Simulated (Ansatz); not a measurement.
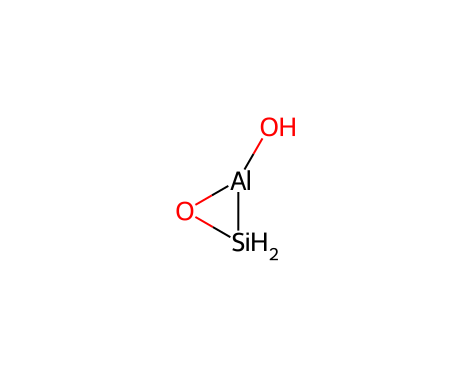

Figure made from data computed with Ansatz.

A structural formula.

Question: Write the SMILES.

Answer: [OH][Al]1[O][SiH2]1

Question: Give the formula, hydrogens included.

Answer: AlH3O2Si.

Question: An optimisation with PBE0-D4/def2-TZVP gave a structure of which point group?

Answer: Cs.
